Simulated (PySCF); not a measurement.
**singlet CH5Si+: levels of theory compared**

We compute a comparison of 6 runs (HF/3-21G, B3LYP/6-31G*, B3LYP/aug-cc-pVDZ, TPSS/aug-cc-pVDZ, r2SCAN/aug-cc-pVDZ, wB97M-V/aug-cc-pVDZ) of singlet CH5Si+. The job is set up through a Python script.

Program for the calculation: PySCF 2.14.0.

1 further run of the same task is left out (set aside as unsound or not needed).

**1. The structure to begin with**

CH5Si+ has 7 atoms, charge +1, and is taken as a singlet. SMILES of the parent species: `C[SiH2]`. The shape is that of a PBE0-D4/def2-TZVP optimisation. That shape belongs to the parent species and isn't relaxed for this state.

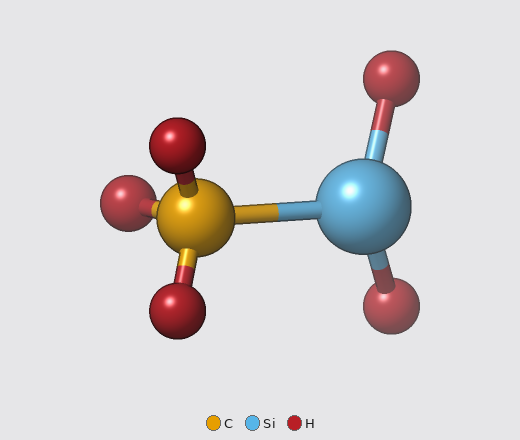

The structure, seen from a chosen angle (carbon amber, silicon blue, hydrogen red).

**2. A single-point energy at HF/3-21G (run 1)**

The input, calc.py:

```python
from pyscf import gto

mol = gto.M(
    atom='''
C   -0.122600  -0.803200   0.095200
Si   0.176200   1.034800   0.314000
H   -0.204800  -1.054900  -0.966600
H    0.699200  -1.383300   0.519500
H   -1.047100  -1.107700   0.589500
H   -0.951500   1.846400  -0.225700
H    1.450600   1.468000  -0.326000
''',
    verbose=4,
    max_memory=1860,
    spin=0,
    basis='3-21g',
    charge=1,
)

myscf = mol.RHF()
myscf.conv_tol = 1e-10
myscf.kernel()
if not myscf.converged:
    myscf = myscf.newton().run(myscf.mo_coeff, myscf.mo_occ)

e_tot = myscf.e_tot
print(f'total energy: {e_tot:.8f} hartree')
```

Launch:

```console
OMP_NUM_THREADS=1 python calc.py
```

Standard output:

```text
PySCF version 2.14.0

[... 61 lines left out ...]
converged SCF energy = -327.627563813122
total energy: -327.62756381 hartree
```

Run time: 0.89 s. Hardware: 1 thread of Intel Xeon at 2.70GHz, shared host; peak memory 0.12 GiB.

**3. A single-point energy at B3LYP/6-31G(d) (spherical functions) (run 2)**

The input, job.py:

```python
from pyscf import gto, dft

mol = gto.M(
    atom='''
C     -0.122600    -0.803200     0.095200
Si     0.176200     1.034800     0.314000
H     -0.204800    -1.054900    -0.966600
H      0.699200    -1.383300     0.519500
H     -1.047100    -1.107700     0.589500
H     -0.951500     1.846400    -0.225700
H      1.450600     1.468000    -0.326000
''',
    charge=1,
    basis='6-31g*',
    spin=0,
    max_memory=1860,
    verbose=3,
)

mf = dft.RKS(mol, xc='b3lyp')
mf.grids.level = 5
mf.conv_tol = 1e-10
mf.kernel()
if not mf.converged:
    mf = mf.newton().run(mf.mo_coeff, mf.mo_occ)

etot = mf.e_tot
print('E = %.10f Eh' % etot)
```

Launch:

```console
OMP_NUM_THREADS=1 python job.py
```

Standard output:

```text
converged SCF energy = -330.255960879927
E = -330.2559608799 Eh
```

Run time: 7.8 s. Hardware: 1 thread of Intel Xeon at 2.70GHz, shared host; peak memory 0.26 GiB.

Runs 3 to 5 aren't shown in full; the table further down has their settings and results.

**4. A single-point energy at wB97M-V/aug-cc-pVDZ (run 6)**

The input, run.py:

```python
from pyscf import gto, dft

mol = gto.M(
    atom='''
C   -0.122600  -0.803200   0.095200
Si   0.176200   1.034800   0.314000
H   -0.204800  -1.054900  -0.966600
H    0.699200  -1.383300   0.519500
H   -1.047100  -1.107700   0.589500
H   -0.951500   1.846400  -0.225700
H    1.450600   1.468000  -0.326000
''',
    basis='aug-cc-pvdz',
    max_memory=1860,
    charge=1,
    verbose=3,
)

mf = dft.RKS(mol, xc='wb97m-v')
mf.conv_tol = 1e-10
mf.nlcgrids.level = 1
mf.grids.level = 5
mf.kernel()
if not mf.converged:
    mf = mf.newton().run(mf.mo_coeff, mf.mo_occ)

etot = mf.e_tot
print(f'total energy: {etot:.8f} hartree')
```

Launch:

```console
OMP_NUM_THREADS=1 python run.py
```

Standard output:

```text
converged SCF energy = -330.194046454283
total energy: -330.19404645 hartree
```

It took 66 s on 1 thread of Intel Xeon at 2.70GHz, shared host; peak memory 0.52 GiB.

**5. All runs side by side**

```csv
run,level,integration grid,nlc grid,energy (Eh),HOMO energy (eV),LUMO energy (eV),HOMO–LUMO gap (eV),wall time
1,HF/3-21G,–,–,-327.627564,-18.95,-7.14,11.81,0.89 s
2,B3LYP/6-31G* (spherical functions),5,–,-330.255961,-15.64,-10.67,4.97,7.8 s
3,B3LYP/aug-cc-pVDZ,5,–,-330.275985,-15.66,-10.67,4.99,16 s
4,TPSS/aug-cc-pVDZ,5,–,-330.288672,-14.72,-11.18,3.54,24 s
5,r2SCAN/aug-cc-pVDZ,5,–,-330.192913,-14.87,-11.06,3.81,24 s
6,wB97M-V/aug-cc-pVDZ,5,1,-330.194046,-18.07,-8.34,9.73,66 s
```

**6. Summary of results**

| quantity | value |
| --- | --- |
| run 6: total energy | -330.19405 Eh |
| run 6: HOMO energy | -18.07 eV |
| run 6: LUMO energy | -8.34 eV |
| run 6: HOMO–LUMO gap | 9.73 eV |

What this shows: The HOMO–LUMO gap runs from 3.54 eV (TPSS/aug-cc-pVDZ) to 11.81 eV (HF/3-21G). The two ends differ in method and basis. Totals of different functionals can't be ranked against each other. All runs together took 2.3 min, the longest 66 s.
